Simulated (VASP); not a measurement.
Band structure of KF (space group Fm-3m). These are PBE GGA with D3 dispersion (Becke-Johnson damping), VASP's PBE PAW potentials (set 64) (plane waves; VASP 6.6.1) values and carry that method's errors.

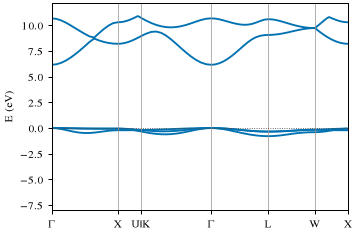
*Bands along high-symmetry lines, zero at the valence-band maximum or, without a gap, the Fermi level*

Read the plot: is there a gap, and where are the band edges?

The gap is direct, 6.16 eV, from the valence maximum at Γ to the conduction minimum at Γ. (Edges off the drawn lines would not show.)

The structure comes from a measured KF entry (Fm-3m) of the Crystallography Open Database, whose conditions weren't checked. The cell was not relaxed at this level.
